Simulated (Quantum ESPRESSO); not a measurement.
# Cost against accuracy: K_POINTS for C (P6_3/mmc, 4 atoms in the cell)

```
CELL_PARAMETERS angstrom
      2.42362     0.00000     0.00000
     -1.21181     2.09892     0.00000
      0.00000     0.00000     7.66496
ATOMIC_POSITIONS crystal
  C  0.00000 0.00000 0.25000
  C  0.00000 0.00000 0.75000
  C  0.33333 0.66667 0.25000
  C  0.66667 0.33333 0.75000
```

Method of the run: PBE, SSSP 1.1.2 precision (PBE) pseudopotentials (plane waves; Quantum ESPRESSO 7.5).

Base settings: ecutwfc = 55 Ry; ecutrho = 440 Ry; occupations = smearing; smearing = gauss; degauss = 0.0099958 Ry; potentials = {C: C.pbe-n-kjpaw_psl.1.0.0.UPF}; K_POINTS = automatic 12 12 4 0 0 0; conv_thr = 1e-10 Ry; mixing_beta = 0.4.

Misses are taken against the tightest run, automatic 38 38 11 0 0 0, which need not be fully converged itself. The energy is the free energy per atom.

The count of work is k-points × plane waves × bands × iterations; it is no time, and leaves out set-up, grids and terms that scale otherwise. Core times come from one kind of shared machine and are given to one figure; runs under 30 s give none.

The starting cell comes from a database of computed structures (which also holds hypothetical and non-ambient phases and stackings), without a prior relaxation at this level. Its lattice was rescaled by a random factor within 2.5 % of one. In the base run, with a pressure of about 14 GPa the cell is away from its equilibrium volume at this level.

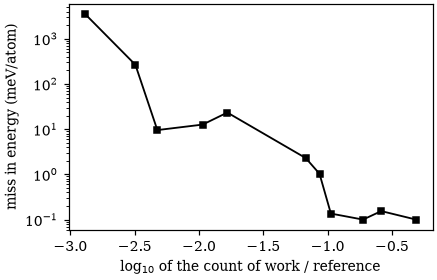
Fig. 1. Miss against the count of work; the reference run is not drawn, and misses under 0.1 meV/atom are drawn there.

| K_POINTS | energy less reference (meV/atom) | pressure less reference (GPa) | count of work / reference | core time / reference (rough) |
|---|---|---|---|---|
| automatic 1 1 1 0 0 0 | 3509.79 | 24.88 | 0.0013 | – |
| automatic 3 3 1 0 0 0 | 265.92 | 2.28 | 0.0032 | – |
| automatic 4 4 1 0 0 0 | -9.56 | -0.17 | 0.0047 | – |
| automatic 5 5 2 0 0 0 | 12.64 | 0.22 | 0.011 | – |
| automatic 6 6 2 0 0 0 | 23.35 | 0.28 | 0.017 | – |
| automatic 12 12 4 0 0 0 | 2.30 | 0.03 | 0.068 | – |
| automatic 15 15 4 0 0 0 | 1.03 | 0.01 | 0.087 | – |
| automatic 17 17 5 0 0 0 | -0.14 | 0.00 | 0.11 | – |
| automatic 20 20 6 0 0 0 | -0.08 | 0.00 | 0.19 | 0.2 |
| automatic 24 24 7 0 0 0 | 0.15 | 0.00 | 0.26 | 0.3 |
| automatic 30 30 9 0 0 0 | 0.06 | 0.00 | 0.49 | 0.5 |
| automatic 38 38 11 0 0 0 | 0.00 | 0.00 | 1.0 | 1 |

Coarsest setting among those run that, with all tighter ones, holds the energy within 2 meV/atom of the reference: automatic 15 15 4 0 0 0, off by 1.0 meV/atom; it needs 0.087 of the reference's count of work.

Coarsest setting among those run that, with all tighter ones, holds the energy within 0.5 meV/atom of the reference: automatic 17 17 5 0 0 0, off by 0.14 meV/atom; it needs 0.11 of the reference's count of work.

The step from automatic 6 6 2 0 0 0 to automatic 12 12 4 0 0 0: it takes the miss in the energy from 23 to 2.3 meV/atom, for 4.1 times the count of work.
